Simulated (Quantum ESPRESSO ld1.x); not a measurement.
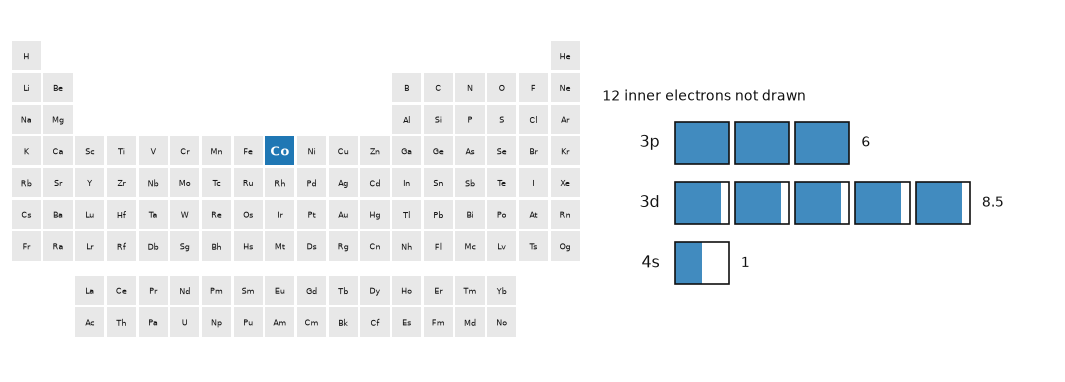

Left, the place of cobalt in the periodic table; right, the outer shells as the input fills them: a box for each of the 2l + 1 orbitals, shaded by the share of the shell that is filled, with the electron count at the right.

# Atomic calculation, with input and output: Co (charge -0.5)

Co (charge -0.5), configuration [Ar] 3d8.5 4s1. Level asked for: Dirac Kohn-Sham, relativistic LDA (MacDonald-Vosko exchange, VWN5 correlation), spin-unpolarised, spherical densities, point nucleus (Quantum ESPRESSO ld1.x).

**The input**
```
 &input
    zed=27.0,
    iswitch=1,
    rel=2,
    dft='RXC-VWN',
    config='[Ar] 3d8.5 4s1',
    rel_dist='average',
    verbosity='high',
    lsmall=.true.,
    prefix='ld1',
    max_out_wfc=37,
    file_charge='ld1.rho',
 /
```

Hardware: 1 CPU thread, shared host.

**The program's output**
```
     Program LD1 v.7.5 starts

 state nlj           3           2   1.5000000000000000       not converged
 state nlj           3           2   2.5000000000000000       not converged
 state nlj           3           2   1.5000000000000000       not converged
 state nlj           3           2   2.5000000000000000       not converged
 state nlj           3           2   2.5000000000000000       not converged
 state nlj           3           2   2.5000000000000000       not converged
 state nlj           3           2   2.5000000000000000       not converged
 state nlj           3           2   2.5000000000000000       not converged
 state nlj           3           2   2.5000000000000000       not converged
 state nlj           3           2   2.5000000000000000       not converged
 state nlj           3           2   2.5000000000000000       not converged
 state nlj           3           2   2.5000000000000000       not converged
 state nlj           3           2   2.5000000000000000       not converged
 state nlj           3           2   2.5000000000000000       not converged
 state nlj           3           2   2.5000000000000000       not converged
 state nlj           3           2   2.5000000000000000       not converged
 state nlj           3           2   2.5000000000000000       not converged
 state nlj           3           2   2.5000000000000000       not converged
 state nlj           3           2   2.5000000000000000       not converged
 state nlj           3           2   2.5000000000000000       not converged
 state nlj           3           2   2.5000000000000000       not converged
 state nlj           3           2   2.5000000000000000       not converged
 state nlj           3           2   2.5000000000000000       not converged
 state nlj           3           2   2.5000000000000000       not converged
 state nlj           3           2   2.5000000000000000       not converged
 state nlj           3           2   2.5000000000000000       not converged
 state nlj           3           1  0.50000000000000000       not converged
 state nlj           3           1   1.5000000000000000       not converged
 classical turning point too close to mesh           3           2           2
 classical turning point too close to mesh           3           2          -3
 state nlj           3           2   1.5000000000000000       not converged
 state nlj           3           2   2.5000000000000000       not converged
 state nlj           4           0  0.50000000000000000       not converged
 state nlj           3           2   2.5000000000000000       not converged
 state nlj           3           2   2.5000000000000000       not converged
 state nlj           3           2   2.5000000000000000       not converged
 state nlj           3           0  0.50000000000000000       not converged
 state nlj           3           1  0.50000000000000000       not converged
 state nlj           3           1   1.5000000000000000       not converged
 classical turning point too close to mesh           3           2           2
 classical turning point too close to mesh           3           2          -3
 classical turning point too close to mesh           4           0          -1
 state nlj           3           0  0.50000000000000000       not converged
 state nlj           3           1  0.50000000000000000       not converged
 state nlj           3           1   1.5000000000000000       not converged
 state nlj           3           2   1.5000000000000000       not converged
 state nlj           3           2   2.5000000000000000       not converged
 state nlj           4           0  0.50000000000000000       not converged
 state nlj           3           1  0.50000000000000000       not converged
 state nlj           3           1   1.5000000000000000       not converged
 state nlj           3           2   1.5000000000000000       not converged
 state nlj           3           2   2.5000000000000000       not converged
 state nlj           4           0  0.50000000000000000       not converged
 state nlj           3           2   2.5000000000000000       not converged
 state nlj           3           2   2.5000000000000000       not converged
 state nlj           3           2   2.5000000000000000       not converged
 state nlj           3           2   2.5000000000000000       not converged
 state nlj           3           2   2.5000000000000000       not converged
 state nlj           3           2   2.5000000000000000       not converged
 state nlj           3           2   2.5000000000000000       not converged
 state nlj           3           2   2.5000000000000000       not converged
     Message from routine scf:
     warning: convergence not achieved
     --------------------------- All-electron run ----------------------------

     dirac relativistic calculation

     atomic number is 27.00
     dft =RXC-VWN   lsd =0 sic =0 latt =0  beta=0.20 tr2=1.0E-14
     Exchange-correlation= RXC-VWN
                           (   3   2   0   0   0   0   0)
     mesh =1989 r(mesh) = 100.29974 a.u. xmin = -8.00 dx = 0.00800
     1 Ry =  13.60569312 eV, c = 137.03599908

     n l j   nl                  e(Ry)          e(Ha)          e(eV)
     Spin orbit split results
     1 0 0.5 1S 1( 2.00)    -554.547121444    -277.273560722  -7544.9979566
     2 0 0.5 2S 1( 2.00)     -65.046379573     -32.523189787   -885.0010792
     2 1 0.5 2P 1( 2.00)     -56.465433741     -28.232716871   -768.2513635
     2 1 1.5 2P 1( 4.00)     -55.382444937     -27.691222469   -753.5165502
     3 0 0.5 3S 1( 2.00)      -6.771185210      -3.385592605    -92.1266680
     3 1 0.5 3P 1( 2.00)      -4.212528483      -2.106264242    -57.3143698
     3 1 1.5 3P 1( 4.00)      -4.078010970      -2.039005485    -55.4841658
     3 2 1.5 3D 1( 3.40)      -0.012883943      -0.006441971     -0.1752950
     3 2 2.5 3D 1( 5.10)      -0.000738985      -0.000369492     -0.0100544
     4 0 0.5 4S 1( 1.00)      -0.105703470      -0.052851735     -1.4381690
     Averaged results
     1 0     1S 1( 2.00)    -554.547121444    -277.273560722  -7544.9979566
     2 0     2S 1( 2.00)     -65.046379573     -32.523189787   -885.0010792
     2 1     2P 1( 6.00)     -55.743441205     -27.871720603   -758.4281547
     3 0     3S 1( 2.00)      -6.771185210      -3.385592605    -92.1266680
     3 1     3P 1( 6.00)      -4.122850141      -2.061425070    -56.0942338
     3 2     3D 1( 8.50)      -0.005596968      -0.002798484     -0.0761506
     4 0     4S 1( 1.00)      -0.105703470      -0.052851735     -1.4381690

     final scf error:  1.1E-04 reached in 201 iterations

     Etot =   -2779.764903 Ry,   -1389.882452 Ha,  -37820.628225 eV

     Ekin =    2815.365669 Ry,    1407.682835 Ha,   38305.001324 eV
     Encl =   -6685.472957 Ry,   -3342.736478 Ha,  -90960.493431 eV
     Eh   =    1202.592895 Ry,     601.296447 Ha,   16362.109875 eV
     Exc  =    -112.250510 Ry,     -56.125255 Ha,   -1527.245992 eV

     normalization and overlap integrals

     s(1S/1S) =  1.000000  <r> =   0.0564  <r2> =    0.0043  r(max) =   0.0370
     LC norm =  0.99061036 + SC norm =  0.00938964 =  1.00000000
     s(1S/2S) =  0.000000
     s(1S/3S) = -0.000000
     s(1S/4S) =  0.000000
     s(2S/2S) =  1.000000  <r> =   0.2561  <r2> =    0.0775  r(max) =   0.2136
     LC norm =  0.99825723 + SC norm =  0.00174277 =  1.00000000
     s(2S/3S) =  0.000000
     s(2S/4S) = -0.000000
     s(2P/2P) =  1.000000  <r> =   0.2232  <r2> =    0.0613  r(max) =   0.1707
     LC norm =  0.99826844 + SC norm =  0.00173156 =  1.00000000
     s(2P/3P) =  0.000000
     s(2P/2P) =  1.000000  <r> =   0.2263  <r2> =    0.0629  r(max) =   0.1735
     LC norm =  0.99829410 + SC norm =  0.00170590 =  1.00000000
     s(2P/3P) =  0.000000
     s(3S/3S) =  1.000000  <r> =   0.7798  <r2> =    0.7040  r(max) =   0.6704
     LC norm =  0.99961995 + SC norm =  0.00038005 =  1.00000000
     s(3S/4S) =  0.000000
     s(3P/3P) =  1.000000  <r> =   0.8180  <r2> =    0.7933  r(max) =   0.6758
     LC norm =  0.99966258 + SC norm =  0.00033742 =  1.00000000
     s(3P/3P) =  1.000000  <r> =   0.8284  <r2> =    0.8137  r(max) =   0.6812
     LC norm =  0.99966933 + SC norm =  0.00033067 =  1.00000000
     s(3D/3D) =  1.000000  <r> =   1.2866  <r2> =    2.6016  r(max) =   0.6758
     LC norm =  0.99981315 + SC norm =  0.00018685 =  1.00000000
     s(3D/3D) =  1.000000  <r> =   1.3110  <r2> =    2.7417  r(max) =   0.6758
     LC norm =  0.99981604 + SC norm =  0.00018396 =  1.00000000
     s(4S/4S) =  1.000000  <r> =   3.4545  <r2> =   14.4496  r(max) =   2.5502
     LC norm =  0.99997812 + SC norm =  0.00002188 =  1.00000000

     LC charge = 27.46309543 + SC charge =  0.03690457 = 27.50000000

     ------------------------ End of All-electron run ------------------------
```

**Outcome**

- outcome: not converged
- total energy: −1389.8825 hartree
- kinetic energy: 1407.6828 hartree
- electron–nucleus energy: −3342.7365 hartree
- Hartree energy: 601.296447 hartree
- exchange–correlation energy: −56.125255 hartree
- SCF iterations: 201
- wall time: 1.9 s

**What went wrong**

The run did not meet its convergence test in 201 iterations, so its last values are not results.
